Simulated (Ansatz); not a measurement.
**Two runs on Si₂H₅BrO₂**

System: Si₂H₅BrO₂, SMILES O[SiH](Br)O[SiH3].
Method of run A: RKS PBE0-D4/def2-TZVPP (Ansatz 0.2.0).

The geometry comes from this level: PBE0-D4/def2-TZVP. Text and figures count atoms from 1; the logs count them from 0 in places.

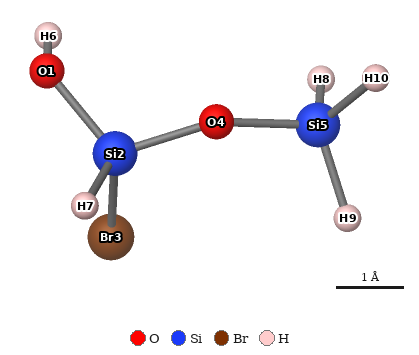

**Figure 1.** The input geometry (ball-and-stick view, seen on its broad side; atoms are numbered from 1 in the order of the input).

### Input file, run A
```yaml
crystal:
  periodic: [false, false, false]
  atoms:
    - {symbol: O, position_ang: [-0.307638, 0.006453, 2.457376]}
    - {symbol: Si, position_ang: [-0.865615, 0.333840, 0.968709]}
    - {symbol: Br, position_ang: [-0.411056, 2.449417, 0.438963]}
    - {symbol: O, position_ang: [-0.196780, -0.604512, -0.163980]}
    - {symbol: Si, position_ang: [0.699084, -0.638268, -1.543278]}
    - {symbol: H, position_ang: [0.591389, 0.249151, 2.685099]}
    - {symbol: H, position_ang: [-2.319730, 0.138789, 1.008653]}
    - {symbol: H, position_ang: [2.067090, -0.131065, -1.269467]}
    - {symbol: H, position_ang: [0.058468, 0.194688, -2.590200]}
    - {symbol: H, position_ang: [0.767885, -2.049692, -1.988874]}
basis:
  gaussian: {orbitals: def2-TZVPP}
hamiltonian: {xc: pbe0, dispersion: d4}
output: {orbitals: {seedname: orbitals}}
```

Hardware: 4 CPU threads, shared host.

### Output (run A)
```
Functional definition: PBE0
  parameter a = 0.25
  parameter kappa = 0.804
  parameter beta = 0.06672455060314922
  exchange = (1 - a)*pbe_x(kappa = kappa, mu = beta*pi^2/3) + a*exact_x
  correlation = pbe_c(beta = beta)
1592 factors; their error is unknown
mean field evaluation 1: about -89957.1379 eV, gradient 7.2e1 eV
mean field evaluation 2: about -89941.3489 eV, gradient 1.2e2 eV
mean field evaluation 4: about -89964.9920 eV, gradient 4.6e0 eV
mean field evaluation 8: about -89965.4971 eV, gradient 4.3e-1 eV
mean field evaluation 16: about -89965.4972 eV, gradient 3.5e-5 eV
mean field -89965.49724870 eV, -3306.1710430856 hartree, gradient 3.5e-5 eV, S^2 0.000000; 0 other end points of the search recorded, 0 dependent functions left out
reference -89965.49728359 eV, -3306.1710443677 hartree; 42, 42 occupied and 222, 222 virtual orbitals, 1592 factors
Total energy: -89965.73241195 eV, -3306.1796851754 hartree
```

Run B used a changed input.

### The two runs side by side

| quantity | run A | run B |
| --- | --- | --- |
| outcome | converged | converged |
| total energy (hartree) | −3306.179685 | −3306.262057 |
| HOMO (eV) | −8.60 | −8.63 |
| LUMO (eV) | −0.01 | −0.19 |
| basis functions | 264 | 493 |
| wall time (shared host) | 3 s | 21 s |

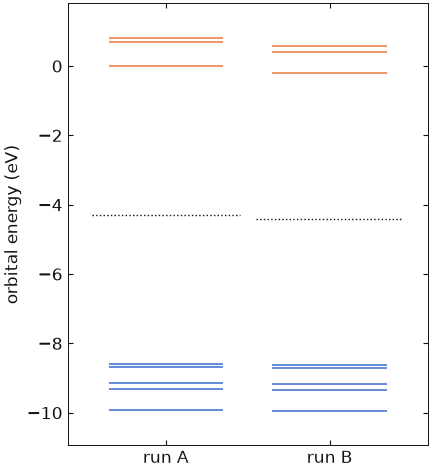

**Figure 2.** The five highest filled and three lowest empty orbital energies of the two runs; the dotted lines part filled from empty levels. The HOMO–LUMO gap is 8.60 eV in run A and 8.44 eV in run B.

What was changed in the input?

The change (lines with − go, lines with + come):
```diff
-  gaussian: {orbitals: def2-TZVPP}
+  gaussian: {orbitals: "def2-QZVPP.json"}
```

The total energy of run B is 51.7 kcal/mol lower, which measures the change of basis and not a stability. The LUMO goes from −0.01 to −0.19 eV. The basis functions go from 264 to 493.

### Output (run B)
```
Functional definition: PBE0
  parameter a = 0.25
  parameter kappa = 0.804
  parameter beta = 0.06672455060314922
  exchange = (1 - a)*pbe_x(kappa = kappa, mu = beta*pi^2/3) + a*exact_x
  correlation = pbe_c(beta = beta)
1983 factors; their error is unknown
mean field evaluation 1: about -89959.1596 eV, gradient 7.4e1 eV
mean field evaluation 2: about -89941.5823 eV, gradient 1.2e2 eV
mean field evaluation 4: about -89967.5158 eV, gradient 4.9e0 eV
mean field evaluation 8: about -89967.7387 eV, gradient 2.7e-1 eV
mean field evaluation 16: about -89967.7387 eV, gradient 2.1e-5 eV
mean field -89967.73870328 eV, -3306.2534150222 hartree, gradient 2.1e-5 eV, S^2 0.000000; 0 other end points of the search recorded, 0 dependent functions left out
reference -89967.73874394 eV, -3306.2534165163 hartree; 42, 42 occupied and 451, 451 virtual orbitals, 1983 factors
Total energy: -89967.97387230 eV, -3306.2620573240 hartree
```
